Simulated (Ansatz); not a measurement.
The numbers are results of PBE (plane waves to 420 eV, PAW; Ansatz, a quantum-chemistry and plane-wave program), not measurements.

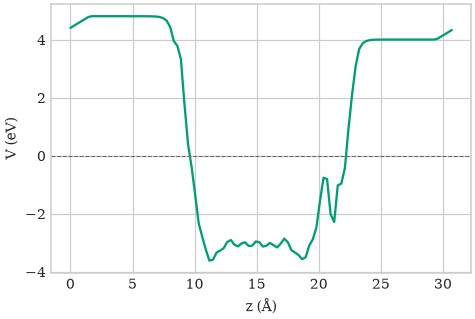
Figure: Plane-averaged electrostatic potential energy along the normal, in eV from the highest filled level, for the (115) surface of germanium (in the relaxation like top atoms buckled by 0.3 Å), 2 pairs of surface atoms bonded, CH3 on every dangling bond (bottom of the slab: built like the top, H on every dangling bond, free)

Slab: 70 atoms, 14.7 Å thick at the start with caps and adatoms; k 4x3x1, smearing 0.025 eV, dipole-corrected; 8 atoms held, the rest relaxed; no symmetry held; no spin, no spin-orbit, no U. It is one candidate, not shown to be the stable structure of the face.

The vacuum level lies 4.01 eV above the highest filled level over the top face and 4.81 eV above it under the bottom face.
